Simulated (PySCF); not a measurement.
# C2H6Cl2Si (charge +1): geometry relaxation (part 2 of 4)

The same run, continued: C2H6Cl2Si, charge +1, multiplicity 2; HF/3-21G, UHF (PySCF 2.14.0). The atoms were displaced at random from an optimised geometry. The geometry is that of the parent species in another charge or spin state.

Geometry of the input (Å):
```
C  -1.5023  0.2531  0.5485
Si 0.0439  0.3685  -0.4405
C  1.3902  -0.7704  -0.0121
Cl -0.4312  0.0480  -2.4411
Cl 0.7281  2.3502  -0.3498
H  -1.1988  0.4363  1.6028
H  -2.2082  1.0188  0.2212
H  -1.8787  -0.7438  0.4797
H  1.7407  -0.5541  1.0584
H  2.2380  -0.6098  -0.6489
H  1.0653  -1.8137  -0.0753
```

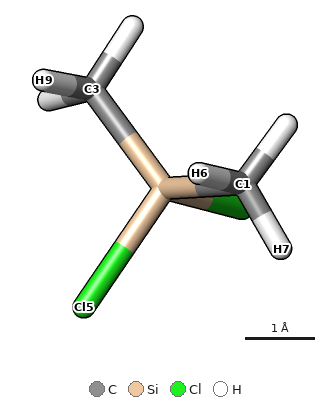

Fig. 1: The starting structure (stick view, seen at a tilt; atoms are numbered from 1 in the order of the input).

The program's output, continued
```
----------------------------------------------
cycle 6: E = -1280.56528756  dE = -0.000607008  norm(grad) = 0.00399008
Step    5 : Displace = 2.556e-02/4.758e-02 (rms/max) Trust = 3.000e-01 (+) Grad = 1.203e-03/2.974e-03 (rms/max) E (change) = -1280.5652875630 (-6.070e-04) Quality = 1.298
Hessian Eigenvalues: 1.16421e-02 2.29978e-02 2.31760e-02 ... 3.50082e-01 3.71349e-01 3.83486e-01

Geometry optimization cycle 7
Cartesian coordinates (Angstrom)
 Atom        New coordinates             dX        dY        dZ
   C  -1.584575   0.310821   0.618754    0.002185 -0.000274  0.003365
  Si   0.176996   0.485782   0.024826    0.006350  0.009380  0.014528
   C   1.539040  -0.789223   0.019439   -0.001800  0.001361  0.003938
  Cl  -0.590932  -0.185247  -2.711728   -0.007104 -0.007152 -0.035321
  Cl   0.795812   2.455411  -0.363124    0.001126  0.008606  0.003833
   H  -1.630136   0.487539   1.692836   -0.003355  0.000331  0.003174
   H  -2.228775   1.041372   0.140951    0.000968 -0.004461 -0.000801
   H  -1.960085  -0.688700   0.426709    0.011952 -0.003683  0.002297
   H   2.050063  -0.787661   0.981527    0.002395 -0.006024  0.000332
   H   2.280175  -0.562761  -0.740023   -0.002075 -0.003088  0.002015
   H   1.139575  -1.784187  -0.147374   -0.010641  0.005004  0.002639
converged SCF energy = -1280.56547515289  <S^2> = 0.75145806  2S+1 = 2.0014575
--------------- SecondOrderUHF_Scanner gradients ---------------
         x                y                z
0 C    -0.0002399161    -0.0000779256    -0.0008179630
1 Si     0.0005854975    -0.0002293530     0.0007438400
2 C    -0.0008184234     0.0004616379    -0.0005687429
3 Cl     0.0003740733     0.0002697790     0.0016038507
4 Cl    -0.0003213019    -0.0004360965    -0.0006208785
5 H    -0.0001417864    -0.0001203182     0.0000835237
6 H     0.0001783186     0.0001983842    -0.0001359909
7 H     0.0000416474     0.0000810867    -0.0000322286
8 H     0.0001874979    -0.0002019799    -0.0001354495
9 H     0.0000381622     0.0001561046    -0.0000281328
10 H     0.0001162309    -0.0001013192    -0.0000918281
----------------------------------------------
cycle 7: E = -1280.56547515  dE = -0.00018759  norm(grad) = 0.00257787
Step    6 : Displace = 1.422e-02/3.679e-02 (rms/max) Trust = 3.000e-01 (=) Grad = 7.773e-04/1.669e-03 (rms/max) E (change) = -1280.5654751529 (-1.876e-04) Quality = 1.405
Hessian Eigenvalues: 1.06787e-02 2.29882e-02 2.33463e-02 ... 3.49659e-01 3.71625e-01 3.83217e-01

Geometry optimization cycle 8
Cartesian coordinates (Angstrom)
 Atom        New coordinates             dX        dY        dZ
   C  -1.581620   0.309314   0.621279    0.002955 -0.001507  0.002525
  Si   0.179516   0.492836   0.025812    0.002520  0.007054  0.000986
   C   1.536551  -0.788705   0.022380   -0.002490  0.000518  0.002941
  Cl  -0.595286  -0.183919  -2.750220   -0.004354  0.001327 -0.038492
  Cl   0.798999   2.463367  -0.357630    0.003187  0.007957  0.005494
   H  -1.623721   0.488538   1.695105    0.006415  0.000999  0.002269
   H  -2.233186   1.033630   0.144662   -0.004411 -0.007742  0.003711
   H  -1.949554  -0.693797   0.433151    0.010531 -0.005097  0.006442
   H   2.045329  -0.786297   0.986007   -0.004733  0.001364  0.004480
   H   2.280511  -0.570680  -0.736685    0.000337 -0.007920  0.003337
   H   1.129619  -1.781141  -0.141067   -0.009956  0.003046  0.006307
converged SCF energy = -1280.5655791716  <S^2> = 0.75143151  2S+1 = 2.001431
--------------- SecondOrderUHF_Scanner gradients ---------------
         x                y                z
0 C    -0.0006899819    -0.0001628776    -0.0005189329
1 Si     0.0007413418     0.0000741210     0.0009539637
2 C    -0.0005888315     0.0000681089    -0.0005038464
3 Cl     0.0001263452     0.0000130888     0.0006200796
4 Cl    -0.0001170124     0.0000611049    -0.0004678381
5 H    -0.0000232291    -0.0000817344    -0.0000377248
6 H     0.0001542819     0.0000906974     0.0000360039
7 H     0.0000682775     0.0000258572    -0.0000038667
8 H     0.0001689390    -0.0001210345     0.0000129085
9 H     0.0001352828     0.0000574531    -0.0000342956
10 H     0.0000245868    -0.0000247850    -0.0000564512
----------------------------------------------
cycle 8: E = -1280.56557917  dE = -0.000104019  norm(grad) = 0.00189658
Step    7 : Displace = 1.439e-02/3.866e-02 (rms/max) Trust = 3.000e-01 (=) Grad = 5.718e-04/1.210e-03 (rms/max) E (change) = -1280.5655791716 (-1.040e-04) Quality = 1.353
Hessian Eigenvalues: 1.12095e-02 2.25990e-02 2.30656e-02 ... 3.49894e-01 3.71634e-01 3.83412e-01

Geometry optimization cycle 9
Cartesian coordinates (Angstrom)
 Atom        New coordinates             dX        dY        dZ
   C  -1.579380   0.307816   0.622428    0.002240 -0.001498  0.001149
  Si   0.178357   0.494175   0.019199   -0.001159  0.001339 -0.006613
   C   1.534663  -0.789089   0.023893   -0.001887 -0.000384  0.001512
  Cl  -0.596972  -0.176721  -2.775977   -0.001685  0.007198 -0.025757
  Cl   0.801071   2.465677  -0.352752    0.002072  0.002309  0.004878
   H  -1.614341   0.490489   1.696107    0.009380  0.001951  0.001002
   H  -2.237531   1.027712   0.148256   -0.004345 -0.005918  0.003594
   H  -1.944921  -0.697299   0.439999    0.004633 -0.003502  0.006848
   H   2.038319  -0.780786   0.989933   -0.007010  0.005510  0.003926
   H   2.281786  -0.577254  -0.733452    0.001275 -0.006574  0.003233
   H   1.126105  -1.781573  -0.134839   -0.003515 -0.000432  0.006228
converged SCF energy = -1280.565616104  <S^2> = 0.75142946  2S+1 = 2.001429
--------------- SecondOrderUHF_Scanner gradients ---------------
         x                y                z
0 C    -0.0004387165    -0.0000945163    -0.0001866107
1 Si     0.0003165428     0.0002029595     0.0004829673
2 C    -0.0000089485    -0.0001112948    -0.0000857962
3 Cl    -0.0000061837    -0.0000910932     0.0000879087
4 Cl    -0.0000017558     0.0001633602    -0.0001835858
5 H     0.0000265797    -0.0000586951    -0.0000168980
6 H     0.0000698375     0.0000440162     0.0000585780
7 H     0.0000615315    -0.0000191045    -0.0000249346
8 H    -0.0000387749    -0.0000545912    -0.0001261260
9 H     0.0000640929    -0.0000036757     0.0000195224
10 H    -0.0000442049     0.0000226349    -0.0000250252
----------------------------------------------
cycle 9: E = -1280.5656161  dE = -3.69324e-05  norm(grad) = 0.000868681
Step    8 : Displace = 1.067e-02/2.649e-02 (rms/max) Trust = 3.000e-01 (=) Grad = 2.619e-04/6.121e-04 (rms/max) E (change) = -1280.5656161040 (-3.693e-05) Quality = 1.264
Hessian Eigenvalues: 1.22025e-02 1.75183e-02 2.30133e-02 ... 3.50059e-01 3.71495e-01 3.83512e-01

Geometry optimization cycle 10
Cartesian coordinates (Angstrom)
 Atom        New coordinates             dX        dY        dZ
   C  -1.578959   0.307128   0.622612    0.000421 -0.000688  0.000184
  Si   0.176549   0.492188   0.014057   -0.001809 -0.001987 -0.005141
   C   1.534135  -0.789753   0.024031   -0.000529 -0.000663  0.000138
  Cl  -0.596522  -0.170507  -2.784071    0.000449  0.006214 -0.008095
  Cl   0.801577   2.464052  -0.350570    0.000506 -0.001624  0.002183
   H  -1.609663   0.492569   1.696013    0.004678  0.002080 -0.000094
   H  -2.239531   1.025498   0.149427   -0.002000 -0.002214  0.001170
   H  -1.945714  -0.698280   0.444146   -0.000793 -0.000982  0.004148
   H   2.035271  -0.776781   0.991552   -0.003049  0.004005  0.001619
   H   2.282477  -0.579512  -0.732440    0.000690 -0.002258  0.001012
   H   1.127538  -1.783457  -0.131963    0.001433 -0.001883  0.002876
converged SCF energy = -1280.56562343179  <S^2> = 0.75143641  2S+1 = 2.0014359
--------------- SecondOrderUHF_Scanner gradients ---------------
         x                y                z
0 C    -0.0001174440     0.0000063863    -0.0000004382
1 Si     0.0000565970     0.0001766009     0.0000747170
2 C     0.0001171852    -0.0000753934     0.0000008370
3 Cl    -0.0000295708    -0.0000886010    -0.0000430453
4 Cl     0.0000112075     0.0000577384    -0.0000188101
5 H     0.0000124199    -0.0000550880    -0.0000120439
6 H     0.0000109154     0.0000086057     0.0000524746
7 H     0.0000125619    -0.0000116423    -0.0000379146
8 H    -0.0000420689    -0.0000279703    -0.0000105342
9 H     0.0000111185    -0.0000059288     0.0000163590
10 H    -0.0000429217     0.0000152926    -0.0000216014
----------------------------------------------
cycle 10: E = -1280.56562343  dE = -7.32778e-06  norm(grad) = 0.000318213
Step    9 : Displace = 4.766e-03/9.835e-03 (rms/max) Trust = 3.000e-01 (=) Grad = 9.594e-05/1.999e-04 (rms/max) E (change) = -1280.5656234318 (-7.328e-06) Quality = 1.251
Hessian Eigenvalues: 1.11518e-02 1.34123e-02 2.30068e-02 ... 3.49479e-01 3.71568e-01 3.83089e-01

Geometry optimization cycle 11
Cartesian coordinates (Angstrom)
 Atom        New coordinates             dX        dY        dZ
   C  -1.579261   0.306844   0.622556   -0.000302 -0.000284 -0.000056
  Si   0.175469   0.490207   0.012078   -0.001079 -0.001981 -0.001979
   C   1.534158  -0.790307   0.023835    0.000024 -0.000554 -0.000196
  Cl  -0.595755  -0.166599  -2.784920    0.000767  0.003908 -0.000849
  Cl   0.801442   2.462210  -0.349808   -0.000135 -0.001842  0.000762
   H  -1.608533   0.494411   1.695670    0.001130  0.001841 -0.000343
   H  -2.240022   1.024769   0.148854   -0.000491 -0.000729 -0.000573
   H  -1.947253  -0.698513   0.446413   -0.001539 -0.000233  0.002267
   H   2.034919  -0.774957   0.991566   -0.000351  0.001824  0.000014
   H   2.282503  -0.579941  -0.732597    0.000026 -0.000428 -0.000157
   H   1.129489  -1.784978  -0.130853    0.001951 -0.001521  0.001110
converged SCF energy = -1280.56562511598  <S^2> = 0.7514414  2S+1 = 2.0014409
--------------- SecondOrderUHF_Scanner gradients ---------------
         x                y                z
0 C     0.0000334890     0.0000404486     0.0000433267
1 Si    -0.0000366161     0.0000961316    -0.0000753650
2 C     0.0000879086    -0.0000095071     0.0000414811
3 Cl    -0.0000197731    -0.0000596615    -0.0000362142
4 Cl     0.0000000147    -0.0000174955     0.0000248469
5 H     0.0000079614    -0.0000493136     0.0000075827
6 H    -0.0000055977     0.0000105477     0.0000314108
7 H    -0.0000132624    -0.0000002387    -0.0000404464
8 H    -0.0000389598    -0.0000187292     0.0000047765
9 H    -0.0000017556     0.0000021936     0.0000182408
10 H    -0.0000134092     0.0000056241    -0.0000196400
----------------------------------------------
cycle 11: E = -1280.56562512  dE = -1.68419e-06  norm(grad) = 0.000212
Step   10 : Displace = 2.222e-03/3.772e-03 (rms/max) Trust = 3.000e-01 (=) Grad = 6.392e-05/1.275e-04 (rms/max) E (change) = -1280.5656251160 (-1.684e-06) Quality = 1.340
Hessian Eigenvalues: 8.12301e-03 1.29496e-02 2.30031e-02 ... 3.49546e-01 3.71711e-01 3.83071e-01

Geometry optimization cycle 12
Cartesian coordinates (Angstrom)
 Atom        New coordinates             dX        dY        dZ
   C  -1.579685   0.306624   0.622522   -0.000424 -0.000220 -0.000035
  Si   0.174937   0.488749   0.011630   -0.000532 -0.001458 -0.000449
   C   1.534296  -0.790824   0.023653    0.000138 -0.000517 -0.000182
  Cl  -0.595049  -0.163386  -2.784648    0.000707  0.003213  0.000272
  Cl   0.801288   2.460877  -0.349260   -0.000155 -0.001333  0.000548
   H  -1.608815   0.496496   1.695244   -0.000282  0.002086 -0.000425
   H  -2.240204   1.023897   0.147434   -0.000182 -0.000873 -0.001420
   H  -1.948215  -0.698875   0.448454   -0.000961 -0.000362  0.002041
   H   2.035694  -0.774059   0.991086    0.000775  0.000897 -0.000480
   H   2.282092  -0.580235  -0.733297   -0.000410 -0.000294 -0.000700
   H   1.130817  -1.786118  -0.130024    0.001328 -0.001140  0.000829
converged SCF energy = -1280.56562596998  <S^2> = 0.75144376  2S+1 = 2.0014432
--------------- SecondOrderUHF_Scanner gradients ---------------
         x                y                z
0 C     0.0000762387     0.0000432943     0.0000455187
1 Si    -0.0000502695     0.0000128167    -0.0001091706
2 C     0.0000179570     0.0000339312     0.0000376082
3 Cl    -0.0000077051    -0.0000303165    -0.0000142769
4 Cl    -0.0000076157    -0.0000418104     0.0000194837
5 H     0.0000063191    -0.0000426920     0.0000130387
6 H    -0.0000034826     0.0000167700     0.0000220131
7 H    -0.0000262298     0.0000105408    -0.0000339869
8 H    -0.0000179838    -0.0000121073     0.0000243096
9 H     0.0000029537     0.0000118593     0.0000154229
10 H     0.0000098180    -0.0000022862    -0.0000199606
----------------------------------------------
cycle 12: E = -1280.56562597  dE = -8.53999e-07  norm(grad) = 0.000193229
Step   11 : Displace = 1.778e-03/3.082e-03 (rms/max) Trust = 3.000e-01 (=) Grad = 5.826e-05/1.209e-04 (rms/max) E (change) = -1280.5656259700 (-8.540e-07) Quality = 1.472
Hessian Eigenvalues: 4.44280e-03 1.42661e-02 2.29990e-02 ... 3.50384e-01 3.71537e-01 3.83602e-01

Geometry optimization cycle 13
Cartesian coordinates (Angstrom)
 Atom        New coordinates             dX        dY        dZ
   C  -1.580174   0.306292   0.622531   -0.000489 -0.000332  0.000010
  Si   0.174657   0.487407   0.011994   -0.000280 -0.001342  0.000365
   C   1.534432  -0.791529   0.023480    0.000136 -0.000704 -0.000173
  Cl  -0.594198  -0.159074  -2.784617    0.000851  0.004313  0.000031
  Cl   0.801251   2.459730  -0.348179   -0.000037 -0.001148  0.001081
   H  -1.609992   0.499940   1.694567   -0.001177  0.003444 -0.000678
   H  -2.240506   1.021929   0.144667   -0.000303 -0.001968 -0.002767
   H  -1.948430  -0.699814   0.451609   -0.000216 -0.000939  0.003154
   H   2.037399  -0.773321   0.990095    0.001705  0.000738 -0.000991
   H   2.281059  -0.581088  -0.734714   -0.001034 -0.000853 -0.001417
   H   1.131660  -1.787327  -0.128639    0.000843 -0.001209  0.001384
converged SCF energy = -1280.56562690296  <S^2> = 0.75144477  2S+1 = 2.0014443
--------------- SecondOrderUHF_Scanner gradients ---------------
         x                y                z
0 C     0.0000713214     0.0000257795     0.0000144492
1 Si    -0.0000326656    -0.0000816883    -0.0000896164
2 C    -0.0000459013     0.0000614376     0.0000501865
3 Cl    -0.0000046609     0.0000069232     0.0000038537
4 Cl    -0.0000100215    -0.0000367368    -0.0000106387
5 H     0.0000069371    -0.0000342162     0.0000187885
6 H     0.0000071440     0.0000316653     0.0000139837
7 H    -0.0000326047     0.0000140746    -0.0000142373
8 H     0.0000018237    -0.0000033277     0.0000263067
9 H     0.0000092177     0.0000162987     0.0000139540
10 H     0.0000294100    -0.0000002098    -0.0000270298
----------------------------------------------
cycle 13: E = -1280.5656269  dE = -9.32986e-07  norm(grad) = 0.00019726
Step   12 : Displace = 2.576e-03/4.115e-03 (rms/max) Trust = 3.000e-01 (=) Grad = 5.948e-05/1.256e-04 (rms/max) E (change) = -1280.5656269030 (-9.330e-07) Quality = 1.466
Hessian Eigenvalues: 2.13787e-03 1.42108e-02 2.30212e-02 ... 3.50502e-01 3.71476e-01 3.83634e-01

Geometry optimization cycle 14
Cartesian coordinates (Angstrom)
 Atom        New coordinates             dX        dY        dZ
   C  -1.580638   0.305821   0.622663   -0.000464 -0.000472  0.000132
  Si   0.174667   0.486459   0.013223    0.000010 -0.000948  0.001228
   C   1.534395  -0.792437   0.023198   -0.000037 -0.000908 -0.000281
  Cl  -0.592724  -0.153489  -2.785242    0.001474  0.005585 -0.000625
  Cl   0.801468   2.459072  -0.345944    0.000217 -0.000657  0.002235
   H  -1.612174   0.505355   1.693560   -0.002182  0.005415 -0.001006
   H  -2.241248   1.018109   0.140167   -0.000742 -0.003820 -0.004500
   H  -1.947243  -0.701622   0.456415    0.001187 -0.001807  0.004806
   H   2.040128  -0.772626   0.988339    0.002729  0.000695 -0.001756
   H   2.279022  -0.582916  -0.737273   -0.002037 -0.001829 -0.002560
   H   1.131504  -1.788580  -0.126312   -0.000156 -0.001253  0.002327
converged SCF energy = -1280.56562811368  <S^2> = 0.75144436  2S+1 = 2.0014438
--------------- SecondOrderUHF_Scanner gradients ---------------
         x                y                z
0 C     0.0000278946    -0.0000044734     0.0000072494
1 Si    -0.0000041911    -0.0001566202    -0.0000258831
2 C    -0.0000981182     0.0000673256     0.0000335103
3 Cl     0.0000061194     0.0000399589     0.0000071040
4 Cl    -0.0000129309    -0.0000040728    -0.0000550622
5 H     0.0000089766    -0.0000123675     0.0000193559
6 H     0.0000184731     0.0000302595     0.0000119082
7 H    -0.0000217375     0.0000290557    -0.0000139621
8 H     0.0000126334    -0.0000036744     0.0000203572
9 H     0.0000218031     0.0000296026     0.0000077629
10 H     0.0000410775    -0.0000149943    -0.0000123405
```
